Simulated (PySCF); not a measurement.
**Mending a single-point calculation on PbO**

System: PbO, charge +2.
Method of run 1: RKS BP86, Pb def2-SVP with ECP60, O def2-SVP; non-relativistic Hamiltonian with a scalar-relativistic core potential; density fitting (PySCF 2.14.0).

Some settings of this run were made unusual or wrong on purpose. Text and figures count atoms from 1; the logs count them from 0 in places.

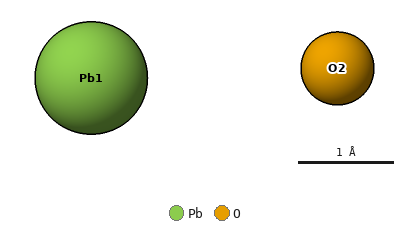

Figure 1. The structure (ball-and-stick view, seen at an oblique angle; atoms are numbered from 1 in the order of the input).

**Input file, run 1**
```python
mol = gto.M(atom='''
Pb     0.00000    -0.00000    -0.63471
O      0.00000     0.00000     2.01750''',
    basis={'Pb': 'def2-SVP', 'O': 'def2-SVP'},
    ecp={'Pb': 'def2-SVP'},
    charge=2, spin=0)
mf = dft.RKS(mol, xc='B88,P86')
mf.grids.atom_grid = (15, 26)  # f atoms: at least (60, 302), unpruned
mf = mf.density_fit()  # Pb def2-universal-JKFIT, O def2-universal-JKFIT
mf.conv_tol = 1e-08; mf.max_cycle = 55
mf.kernel(dm0)
```

The script is an equivalent of the set-up of the self-consistent field. The run itself was carried out by a driver, which started from the orbitals of the step before it where there was one and computed the further properties.

Launched with:
```bash
OMP_NUM_THREADS=2 python <driver script>
```

Hardware: 2 threads of Arm Neoverse V1, 24 GiB of memory available, shared host.

**Output (run 1)**
```
init E= -267.106233011436
cycle= 1 E= -267.031175820747  delta_E= 0.0751  |g|= 0.248  |ddm|= 1.38
  HOMO = -0.885300372796471  LUMO = -0.848242283541115  gap/eV = 1.00840
cycle= 2 E= -267.006301889583  delta_E= 0.0249  |g|= 0.422  |ddm|= 2.07
  HOMO = -0.789164890141507  LUMO = -0.777164539109882  gap/eV = 0.32655
cycle= 3 E= -267.048403636259  delta_E= -0.0421  |g|= 0.139  |ddm|= 0.333
  HOMO = -0.789394578448171  LUMO = -0.760586704017719  gap/eV = 0.78390
cycle= 4 E= -267.04847241969  delta_E= -6.88e-05  |g|= 0.154  |ddm|= 1.94
  HOMO = -0.763760715747786  LUMO = -0.756937729308162  gap/eV = 0.18566
cycle= 5 E= -267.051458208892  delta_E= -0.00299  |g|= 0.0971  |ddm|= 0.0784
  HOMO = -0.760513449576698  LUMO = -0.759242915662531  gap/eV = 0.03457
cycle= 6 E= -267.051745584148  delta_E= -0.000287  |g|= 0.0875  |ddm|= 0.0445
  HOMO = -0.762276374583281  LUMO = -0.758148662374347  gap/eV = 0.11232
cycle= 7 E= -267.05184172747  delta_E= -9.61e-05  |g|= 0.0914  |ddm|= 1.87
  HOMO = -0.769520079812243  LUMO = -0.754030902191196  gap/eV = 0.42148
cycle= 8 E= -267.050898324187  delta_E= 0.000943  |g|= 0.113  |ddm|= 0.496
  HOMO = -0.773101824121864  LUMO = -0.751076964305856  gap/eV = 0.59933
cycle= 9 E= -267.050457699651  delta_E= 0.000441  |g|= 0.124  |ddm|= 0.0115
  HOMO = -0.767175146984425  LUMO = -0.757806780785066  gap/eV = 0.25493
cycle= 10 E= -267.051255992221  delta_E= -0.000798  |g|= 0.103  |ddm|= 1.93
  HOMO = -0.768090691831273  LUMO = -0.757897185658094  gap/eV = 0.27738
cycle= 11 E= -267.051203684183  delta_E= 5.23e-05  |g|= 0.104  |ddm|= 0.0365
...
cycle= 49 E= -267.048542417274  delta_E= 7.95e-05  |g|= 0.168  |ddm|= 0.183
  HOMO = -0.786776147524556  LUMO = -0.640203570324509  gap/eV = 3.98844
cycle= 50 E= -267.048525164701  delta_E= 1.73e-05  |g|= 0.169  |ddm|= 0.123
  HOMO = -0.78747371198832  LUMO = -0.639511978628619  gap/eV = 4.02624
cycle= 51 E= -267.048521422601  delta_E= 3.74e-06  |g|= 0.17  |ddm|= 0.0833
  HOMO = -0.787778551391014  LUMO = -0.63920388289959  gap/eV = 4.04292
cycle= 52 E= -267.048521876921  delta_E= -4.54e-07  |g|= 0.17  |ddm|= 0.054
  HOMO = -0.787717074134613  LUMO = -0.639632745616431  gap/eV = 4.02958
cycle= 53 E= -267.048560075651  delta_E= -3.82e-05  |g|= 0.17  |ddm|= 0.0528
  HOMO = -0.789514829622756  LUMO = -0.637181254539865  gap/eV = 4.14521
cycle= 54 E= -267.048249589945  delta_E= 0.00031  |g|= 0.175  |ddm|= 0.0749
  HOMO = -0.790306108281967  LUMO = -0.634448938342583  gap/eV = 4.24109
cycle= 55 E= -267.047551986871  delta_E= 0.000698  |g|= 0.186  |ddm|= 0.159
SCF not converged.
  HOMO = -0.772468897504204  LUMO = -0.719138826105976  gap/eV = 1.45119
macro= 0  E= -267.053173778154  delta_E= -0.00562179  |g|= 0.003798  3 KF 12 JK
macro= 1  E= -267.053253349226  delta_E= -7.95711e-05  |g|= 0.00178943  2 KF 9 JK
macro= 2  E= -267.053263295756  delta_E= -9.94653e-06  |g|= 0.00362774  2 KF 6 JK
macro= 3  E= -267.053263579728  delta_E= -2.83972e-07  |g|= 0.000958569  1 KF 4 JK
macro= 4  E= -267.053263579728  delta_E= -2.84217e-13  |g|= 2.44102e-05  1 KF 2 JK
macro X = 5  E=-267.053263579728  |g|= 2.44102e-05  total 10 KF 39 JK
converged SCF energy = -267.053263579728
```

**Diagnose this run and give a change of the input that cures it.**

Some settings of this run were drawn to be unusual or wrong. It converged; results that depend on the unusual settings are not reference values.

A run of the same system that converges differs from this input as follows (lines with − go, lines with + come):
```diff
-mf.grids.atom_grid = (15, 26)  # f atoms: at least (60, 302), unpruned
+mf.grids.atom_grid = (75, 302)  # f atoms: at least (60, 302), unpruned
-mf.conv_tol = 1e-08; mf.max_cycle = 55
+mf.conv_tol = 1e-09; mf.max_cycle = 55
```

**Output (run 2)**
```
init E= -267.138245423975
  HOMO = -0.781957777814419  LUMO = -0.761281854114593  gap/eV = 0.56262
cycle= 1 E= -267.133521494153  delta_E= 0.00472  |g|= 0.171  |ddm|= 1.93
  HOMO = -0.770951595524  LUMO = -0.745324368395892  gap/eV = 0.69735
cycle= 2 E= -267.133288557794  delta_E= 0.000233  |g|= 0.174  |ddm|= 1.94
  HOMO = -0.782889903511502  LUMO = -0.781453377737352  gap/eV = 0.03909
cycle= 3 E= -267.083541114474  delta_E= 0.0497  |g|= 0.23  |ddm|=    2
  HOMO = -0.786271205893579  LUMO = -0.782785249766923  gap/eV = 0.09486
cycle= 4 E= -267.082223390114  delta_E= 0.00132  |g|= 0.241  |ddm|= 0.014
cycle= 5 E= -267.083064310065  delta_E= -0.000841  |g|= 0.234  |ddm|= 0.00902
cycle= 6 E= -267.137086222978  delta_E= -0.054  |g|= 0.0861  |ddm|= 2.01
  HOMO = -0.780272425946192  LUMO = -0.777021768828159  gap/eV = 0.08845
cycle= 7 E= -267.136276424177  delta_E= 0.00081  |g|= 0.11  |ddm|= 1.93
  HOMO = -0.783522251979148  LUMO = -0.781165926514337  gap/eV = 0.06412
cycle= 8 E= -267.082555975696  delta_E= 0.0537  |g|= 0.24  |ddm|=    2
  HOMO = -0.784221592326664  LUMO = -0.78125761657361  gap/eV = 0.08065
cycle= 9 E= -267.081310966074  delta_E= 0.00125  |g|= 0.25  |ddm|= 0.014
  HOMO = -0.784466304485599  LUMO = -0.781282357580041  gap/eV = 0.08664
cycle= 10 E= -267.081429248964  delta_E= -0.000118  |g|= 0.249  |ddm|= 0.00157
  HOMO = -0.785590237366737  LUMO = -0.781203202674125  gap/eV = 0.11938
cycle= 11 E= -267.081284736487  delta_E= 0.000145  |g|= 0.25  |ddm|= 0.00231
  HOMO = -0.788244966366196  LUMO = -0.780716290913163  gap/eV = 0.20487
...
cycle= 2 E= -267.138047444872  delta_E= -0.0012  |g|= 0.0279  |ddm|= 0.0807
  HOMO = -0.753230507370958  LUMO = -0.702366975374137  gap/eV = 1.38407
cycle= 3 E= -267.1380710084  delta_E= -2.36e-05  |g|= 0.0268  |ddm|= 0.0527
  HOMO = -0.761243023136558  LUMO = -0.710070083491352  gap/eV = 1.39249
cycle= 4 E= -267.138237776399  delta_E= -0.000167  |g|= 0.00429  |ddm|= 0.0194
  HOMO = -0.761649270988823  LUMO = -0.710453534640994  gap/eV = 1.39311
cycle= 5 E= -267.138245368339  delta_E= -7.59e-06  |g|= 0.000326  |ddm|= 0.00671
  HOMO = -0.761348765071713  LUMO = -0.710143624392771  gap/eV = 1.39336
cycle= 6 E= -267.138245432555  delta_E= -6.42e-08  |g|= 0.000171  |ddm|= 0.000779
  HOMO = -0.761282441779848  LUMO = -0.710077815069628  gap/eV = 1.39335
cycle= 7 E= -267.138245439362  delta_E= -6.81e-09  |g|= 1.78e-05  |ddm|= 0.00019
  HOMO = -0.761279191136779  LUMO = -0.710074626578994  gap/eV = 1.39335
cycle= 8 E= -267.138245439474  delta_E= -1.12e-10  |g|= 2.58e-06  |ddm|= 3.11e-05
  HOMO = -0.781958981799274  LUMO = -0.761279085480474  gap/eV = 0.56273
Extra cycle  E= -267.133521277473  delta_E= 0.00472  |g|= 0.171  |ddm|= 1.93
SCF not converged.
  HOMO = -0.770947824751057  LUMO = -0.745319963581276  gap/eV = 0.69737
macro= 0  E= -267.138245228933  delta_E= -0.00472395  |g|= 0.00229421  3 KF 9 JK
macro= 1  E= -267.138245439271  delta_E= -2.10338e-07  |g|= 1.49897e-05  2 KF 6 JK
macro= 2  E= -267.138245439272  delta_E= -3.41061e-13  |g|= 8.24737e-06  1 KF 2 JK
macro X = 3  E=-267.138245439272  |g|= 8.24737e-06  total 7 KF 21 JK
converged SCF energy = -267.138245439272
```

**The two runs side by side**

| quantity | run 1 | run 2 |
| --- | --- | --- |
| outcome | converged | converged |
| total energy (hartree) | −267.053264 | −267.138245 |
| HOMO (eV) | −20.11 | −20.72 |
| LUMO (eV) | −21.44 | −22.04 |
| largest force (eV/Å) | 4.317 | 0.002 |
| basis functions | 40 | 40 |
| wall time (shared host) | 3.5 s | 4.5 s |

The energy of run 2 is 53.3 kcal/mol lower, which comes mainly from the change of cutoff or grids; a solver setting shouldn't move a converged energy. The largest force goes from 4.317 to 0.002 eV/Å. The HOMO goes from −20.11 to −20.72 eV. The LUMO goes from −21.44 to −22.04 eV. This is the error of the numerical integration: a lower energy isn't a better one, and neither grid is shown to be converged.
